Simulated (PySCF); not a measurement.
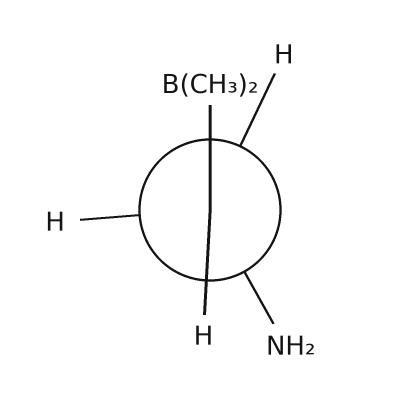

A Newman projection along the N–Si bond, nitrogen in front; angles are drawn as computed, but eclipsed bonds slightly apart. Computed geometry: PBE0-D3(BJ)/def2-SVP optimisation. No frequency run is at hand to confirm it as a minimum.

### Which molecule is it?

C2H11BN2Si, CB(C)N[SiH2]N

### What is the torsion angle from the front B(CH3)2 to the back NH2? The sign is positive where the front bond must turn clockwise to cover the back bond.

151°, antiperiplanar (anti).
